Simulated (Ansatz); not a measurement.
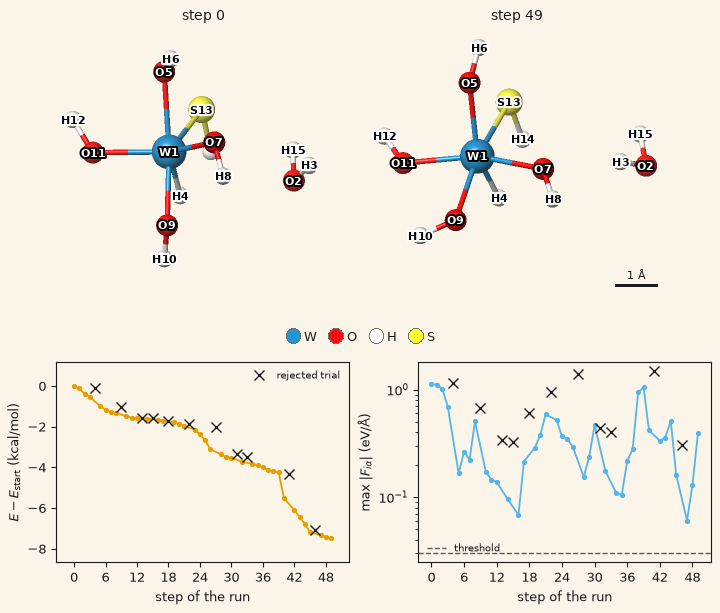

First and last geometry of a relaxation of WH₈SO₅, with the history of the run. A ball-and-stick model, seen from a free direction.

The run prepares an end point of a later path (reaction) calculation, from a guessed geometry.

The calculation used RHF/def2-SVP (Ansatz).

The input:
```yaml
crystal:
  periodic: [false, false, false]
  atoms:
    - { symbol: W, position_ang: [0.162899, 0.249739, -0.221282] }
    - { symbol: O, position_ang: [0.10006, 0.009054, 2.908919] }
    - { symbol: H, position_ang: [-0.804804, 0.245356, 3.061338] }
    - { symbol: H, position_ang: [1.488645, -0.50019, 0.429441] }
    - { symbol: O, position_ang: [-0.347026, 2.086415, -0.667643] }
    - { symbol: H, position_ang: [-1.281576, 2.227917, -0.729581] }
    - { symbol: O, position_ang: [-1.590497, 0.28411, 0.525458] }
    - { symbol: H, position_ang: [-1.908813, -0.577046, 0.772023] }
    - { symbol: O, position_ang: [-0.23759, -1.64411, -0.13656] }
    - { symbol: H, position_ang: [0.387319, -2.336215, 0.009746] }
    - { symbol: O, position_ang: [0.608049, 0.034654, -2.003531] }
    - { symbol: H, position_ang: [0.714768, 0.791292, -2.56842] }
    - { symbol: S, position_ang: [1.784279, 1.752184, 0.764104] }
    - { symbol: H, position_ang: [2.722121, 0.958304, 1.291521] }
    - { symbol: H, position_ang: [0.575566, 0.854837, 2.889468] }
basis:
  gaussian: { orbitals: def2-SVP }
hamiltonian:
  xc: hf
relax:
  f_tol: 0.03
  max_steps: 50
```

Command:
```bash
ansatz run input.yaml --threads 4 --pin off --max-ram 5120MiB --backend cpu --events-out ev --progress --plain --runs-dir out
```

Question: Did the run converge, and what did it change?

Answer: The relaxation stopped without meeting its thresholds, so the last structure isn't shown to be converged. It used up its limit of 50 steps. H10 moves most after the best rigid fit: 1.70 Å. By element the largest moves are H 1.70 Å, O 1.05 Å, S 0.41 Å, W 0.27 Å. Some distances before and after: W1–O2 3.140 → 4.204 Å, W1–O5 1.958 → 1.886 Å, W1–O11 1.850 → 1.893 Å, W1–O7 1.906 → 1.869 Å. Among the angles between lasting bonds that change: H4–W1–O7 126.2° → 89.6°, O7–W1–O11 126.9° → 160.6°, O5–W1–O9 150.8° → 124.6°. Over 38 accepted moves (49 points after the start) the energy falls by 7.47 kcal/mol. Largest force component: 1.1 eV/Å at the start, 0.4 eV/Å at the end. The line search rejected the trial steps at points 4, 9, 13, 15, 18, 22, 27, 31 and more of the run. Cost: 4.7 min on 4 threads of Intel(R) Xeon(R) Platinum 8259CL CPU @ 2.50GHz (Skylake/Cascade Lake) (shared host), peak memory 0.51 GiB.

Limits of the set-up: the start holds two separate molecules, 2.6 Å apart at their closest, whose relative position is a soft coordinate and is computed without a dispersion correction; Hartree-Fock leaves out electron correlation.
